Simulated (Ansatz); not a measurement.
# Co (hcp type): the cost of one run

Computed with Ansatz 0.2.0 (DFT, PBE, PAW with Ansatz's default frozen-core files, scalar-relativistic, unless a step's input says otherwise).

### 1 The system as given

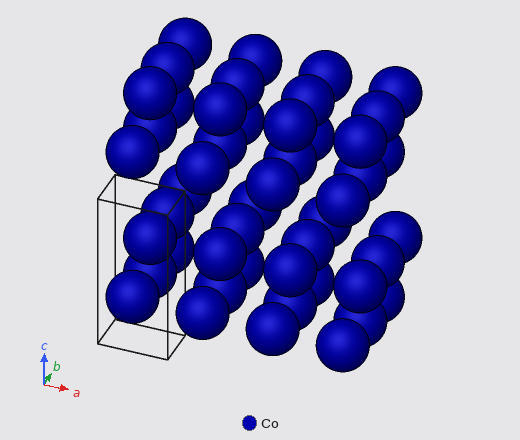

The starting structure, seen slightly off an axis (cobalt blue). 4×3×2 cells are drawn.

Coordinates:

```cif
data_structure
_symmetry_space_group_name_H-M 'P 1'
_symmetry_Int_Tables_number 1
_cell_length_a 2.4911
_cell_length_b 2.4911
_cell_length_c 4.0356
_cell_angle_alpha 90.000
_cell_angle_beta 90.000
_cell_angle_gamma 120.000
_cell_volume 21.69
loop_
_atom_site_label
_atom_site_type_symbol
_atom_site_fract_x
_atom_site_fract_y
_atom_site_fract_z
_atom_site_occupancy
Co1 Co 0.33333 0.66667 0.25000 1
Co2 Co 0.66667 0.33333 0.75000 1
```

Atoms are numbered in the order of the input: Co1, Co2.

### 2 Bulk cell relaxed, PAW

File input.yaml:

```yaml
crystal:
  lattice:
    - [2.4911007134, 0.0, 0.0]
    - [-1.2455503567, 2.1573565012, 0.0]
    - [0.0, 0.0, 4.0355831558]
  atoms:
    - { symbol: Co, position: [0.3333333333, 0.6666666667, 0.25], spin: 1.7 }
    - { symbol: Co, position: [0.6666666667, 0.3333333333, 0.75], spin: 1.7 }
magnetization:
  spin_polarized: true
kpoints:
  mp_grid: { grid: [20, 20, 11] }
scf:
  occupations: { method: fermi_dirac, width: 0.1 }
hamiltonian:
  xc: pbe
  pseudopotentials: { kind: paw }
output:
  forces: true
  stress: true
relax:
  f_tol: 0.005
  max_steps: 40
  cell: {}
```

Launch:

```bash
ansatz run input.yaml --threads 2 --pin off --max-ram 6144MiB --backend cpu --events-out ev --progress --plain --runs-dir out
```

Q: Estimate wall time and peak memory on 2 threads of Intel Xeon Platinum 8488C (Sapphire Rapids), shared host.

About 20 s, with a peak of 0.55 GiB.
